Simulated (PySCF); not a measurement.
**CCSD(T)/STO-6G run of H2O3 (trioxidane)**

What is the vertical ionisation energy of H2O3 (trioxidane) at CCSD(T)/STO-6G? 

The calculation is run with PySCF 2.14.0.

5 further runs of the same task are left out: 5 set aside as unsound or not needed.

### Step 1. The system as given

H2O3: 5 atoms, total charge 0, spin state singlet. As SMILES, `OOO`. Geometry: relaxed at PBE0-D4/def2-TZVP. This is a higher conformer, about 11 kJ/mol above the lowest found by a separate search.

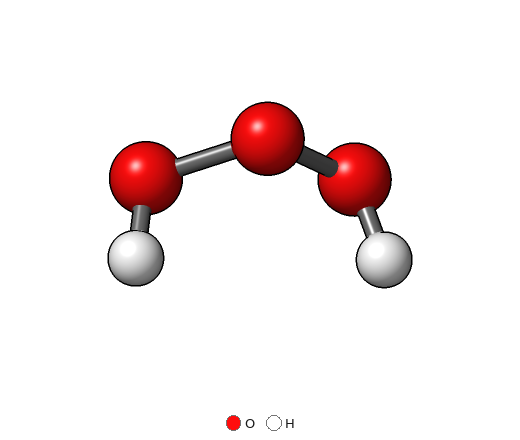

Viewed from a chosen angle; oxygen red, hydrogen white.

### Step 2. The energy at CCSD(T)/STO-6G

The input, input.py:

```python
from pyscf import gto, cc

molecule = gto.Mole()
molecule.atom = [
    ('O', (-0.968320, -0.699970, -0.146130)),
    ('O', (-0.133650, -0.043580, 0.770240)),
    ('O', (1.173090, -0.066850, 0.261080)),
    ('H', (-1.310410, 0.028200, -0.685190)),
    ('H', (1.239280, 0.782200, -0.199990)),
]
molecule.charge = 0
molecule.max_memory = 1860
molecule.verbose = 4
molecule.basis = 'sto-6g'
molecule.spin = 0
molecule.build()

hf = molecule.RHF()
hf.conv_tol = 1e-10
hf.kernel()
if not hf.converged:
    hf = hf.newton().run(hf.mo_coeff, hf.mo_occ)

mycc = cc.CCSD(hf, frozen=3)
mycc.kernel()
e_t = mycc.ccsd_t()
etot = mycc.e_tot + e_t
print(f'total energy: {etot:.8f} hartree')
```

Command:

```bash
$ OMP_NUM_THREADS=1 python input.py
```

Log:

```text
PySCF version 2.14.0

[INPUT] num. atoms = 5
[INPUT] num. electrons = 26
[INPUT] charge = 0
[INPUT] spin (= nelec alpha-beta = 2S) = 0
[INPUT] symmetry False subgroup None
[INPUT] Mole.unit = angstrom
[INPUT] Symbol           X                Y                Z      unit          X                Y                Z       unit  Magmom
[INPUT]  1 O     -0.968320000000  -0.699970000000  -0.146130000000 AA   -1.829859600939  -1.322751595412  -0.276145678583 Bohr   0.0
[INPUT]  2 O     -0.133650000000  -0.043580000000   0.770240000000 AA   -0.252561896548  -0.082354264509   1.455542650185 Bohr   0.0
[INPUT]  3 O      1.173090000000  -0.066850000000   0.261080000000 AA    2.216818819466  -0.126328191427   0.493369696601 Bohr   0.0
[INPUT]  4 H     -1.310410000000   0.028200000000  -0.685190000000 AA   -2.476316010891   0.053290276713  -1.294821443291 Bohr   0.0
[INPUT]  5 H      1.239280000000   0.782200000000  -0.199990000000 AA    2.341899791651   1.478143774635  -0.377926327652 Bohr   0.0

nuclear repulsion = 79.855181698078
number of shells = 11
number of NR pGTOs = 102
number of NR cGTOs = 17
basis = sto-6g
ecp = {}

******** <class 'pyscf.scf.hf.RHF'> ********
method = RHF
initial guess = minao
damping factor = 0
level_shift factor = 0
DIIS = <class 'pyscf.scf.diis.CDIIS'>
diis_start_cycle = 1
diis_space = 8
diis_damp = 0
SCF conv_tol = 1e-10
SCF conv_tol_grad = None
SCF max_cycles = 50
direct_scf = True
direct_scf_tol = 1e-13
Set gradient conv threshold to 1e-05
Initial guess from minao.
init E= -224.810664899603
  HOMO = -0.287963500929896  LUMO = 0.116645570543475  gap/eV = 11.00997
cycle= 1 E= -224.661066034734  delta_E= 0.15  |g|= 0.322  |ddm|= 2.98
  HOMO = -0.338031942391773  LUMO = 0.454714781026923  gap/eV = 21.57174
cycle= 2 E= -224.702077283901  delta_E= -0.041  |g|= 0.0832  |ddm|= 0.513
  HOMO = -0.367928231378937  LUMO = 0.434512365207005  gap/eV = 21.83552
cycle= 3 E= -224.704769123103  delta_E= -0.00269  |g|= 0.0225  |ddm|= 0.116
  HOMO = -0.380593777010871  LUMO = 0.423044626463645  gap/eV = 21.86811
cycle= 4 E= -224.705032305685  delta_E= -0.000263  |g|= 0.00365  |ddm|= 0.0423
  HOMO = -0.379016614819935  LUMO = 0.424480736591075  gap/eV = 21.86428
cycle= 5 E= -224.705041774691  delta_E= -9.47e-06  |g|= 0.000836  |ddm|= 0.00841
  HOMO = -0.378907604241208  LUMO = 0.424572308339671  gap/eV = 21.86380
cycle= 6 E= -224.705042434465  delta_E= -6.6e-07  |g|= 0.000161  |ddm|= 0.0028
  HOMO = -0.378939237760474  LUMO = 0.42450317934974  gap/eV = 21.86278
cycle= 7 E= -224.705042459725  delta_E= -2.53e-08  |g|= 3.91e-05  |ddm|= 0.000547
  HOMO = -0.378933416104795  LUMO = 0.424503021806104  gap/eV = 21.86262
cycle= 8 E= -224.70504246142  delta_E= -1.7e-09  |g|= 8.7e-06  |ddm|= 0.00015
  HOMO = -0.378932090760466  LUMO = 0.424502728556225  gap/eV = 21.86258
cycle= 9 E= -224.705042461513  delta_E= -9.26e-11  |g|= 1.36e-06  |ddm|= 3.89e-05
  HOMO = -0.378932002962423  LUMO = 0.424503089959572  gap/eV = 21.86258
Extra cycle  E= -224.705042461514  delta_E= -1.36e-12  |g|= 6.17e-07  |ddm|= 2.76e-06
converged SCF energy = -224.705042461514

******** <class 'pyscf.cc.ccsd.CCSD'> ********
CC2 = 0
CCSD nocc = 10, nmo = 14
frozen orbitals 3
max_cycle = 50
direct = 0
conv_tol = 1e-07
conv_tol_normt = 1e-05
diis_space = 6
diis_start_cycle = 0
diis_start_energy_diff = 1e+09
Init t2, MP2 energy = -224.823191435026  E_corr(MP2) -0.118148973512023
Init E_corr(CCSD) = -0.11814897351223
cycle = 1  E_corr(CCSD) = -0.144776178772546  dE = -0.0266272053  norm(t1,t2) = 0.0519678
cycle = 2  E_corr(CCSD) = -0.153546044687269  dE = -0.00876986591  norm(t1,t2) = 0.0218169
cycle = 3  E_corr(CCSD) = -0.159470319923362  dE = -0.00592427524  norm(t1,t2) = 0.0108786
cycle = 4  E_corr(CCSD) = -0.159893081638409  dE = -0.000422761715  norm(t1,t2) = 0.00247374
cycle = 5  E_corr(CCSD) = -0.159779140398166  dE = 0.00011394124  norm(t1,t2) = 0.00109449
cycle = 6  E_corr(CCSD) = -0.1597795308985  dE = -3.90500334e-07  norm(t1,t2) = 0.000229561
cycle = 7  E_corr(CCSD) = -0.159774382785825  dE = 5.14811267e-06  norm(t1,t2) = 8.63475e-05
cycle = 8  E_corr(CCSD) = -0.159774736619988  dE = -3.53834162e-07  norm(t1,t2) = 4.40998e-05
cycle = 9  E_corr(CCSD) = -0.159774803598887  dE = -6.69788998e-08  norm(t1,t2) = 2.10477e-05
cycle = 10  E_corr(CCSD) = -0.159774766768632  dE = 3.68302557e-08  norm(t1,t2) = 6.45537e-06
CCSD converged
E(CCSD) = -224.8648172282827  E_corr = -0.1597747667686316
CCSD(T) correction = -0.00175729620366304
total energy: -224.86657452 hartree
```

Wall time 0.94 s (1 thread of Arm Neoverse V1, shared host); peak memory 0.12 GiB.

### Step 3. The doublet cation

The input, job.py:

```python
from pyscf import gto, cc

mol = gto.M(
    atom=[
    ('O', (-0.968320, -0.699970, -0.146130)),
    ('O', (-0.133650, -0.043580, 0.770240)),
    ('O', (1.173090, -0.066850, 0.261080)),
    ('H', (-1.310410, 0.028200, -0.685190)),
    ('H', (1.239280, 0.782200, -0.199990)),
],
    spin=1,
    max_memory=1860,
    basis='sto-6g',
    verbose=3,
    charge=1,
)

mf = mol.UHF()
mf.conv_tol = 1e-10
mf.kernel()
if not mf.converged:
    mf = mf.newton().run(mf.mo_coeff, mf.mo_occ)

mycc = cc.CCSD(mf, frozen=3)
mycc.kernel()
e_t = mycc.ccsd_t()
e_final = mycc.e_tot + e_t
print('E(%s) = %.9f' % ('CCSD(T)', e_final))
```

Command:

```bash
$ OMP_NUM_THREADS=1 python job.py
```

Log:

```text
converged SCF energy = -224.404805267244  <S^2> = 0.79438914  2S+1 = 2.0439072
E(UCCSD) = -224.5714838122882  E_corr = -0.1666785450443484
UCCSD(T) correction = -0.00348731267538611
E(CCSD(T)) = -224.574971125
```

Run time: 1.3 s. Hardware: 1 thread of Arm Neoverse V1, shared host; peak memory 0.12 GiB.

### Step 4. Summary of results

Level: CCSD(T)/STO-6G, 3 core orbitals frozen.

```
                                                                  quantity          value
                                                singlet H2O3: total energy  -224.86657 Eh
                        singlet H2O3: dipole moment (Hartree–Fock density)         2.91 D
                         singlet H2O3: HOMO energy (Hartree–Fock orbitals)      -10.31 eV
                         singlet H2O3: LUMO energy (Hartree–Fock orbitals)       11.55 eV
                       singlet H2O3: HOMO–LUMO gap (Hartree–Fock orbitals)       21.86 eV
                 singlet H2O3: correlation energy (3 core orbitals frozen)     -161.5 mEh
                                              singlet H2O3: (T) correction      -1.76 mEh
                                               singlet H2O3: T1 diagnostic          0.011
                                              doublet cation: total energy  -224.57497 Eh
doublet cation: HOMO energy (Hartree–Fock orbitals) (highest over α and β)      -21.58 eV
 doublet cation: LUMO energy (Hartree–Fock orbitals) (lowest over α and β)       -5.15 eV
               doublet cation: correlation energy (3 core orbitals frozen)     -170.2 mEh
                                            doublet cation: (T) correction      -3.49 mEh
                         doublet cation: ⟨S²⟩ of the reference determinant          0.794
                                             doublet cation: T1 diagnostic          0.047
                        vertical ionisation energy (to the doublet cation)       7.935 eV
```

The vertical ionisation energy comes to 7.93 eV (183 kcal/mol). In a minimal basis such a difference can be off by several eV, whatever the method. The triples (singlet H2O3) make up 1.1 % of the correlation energy. The T1 diagnostic (doublet cation) of 0.047 is above the customary mark for such species, so a single reference may not serve. The triples (doublet cation) make up 2.0 % of the correlation energy.
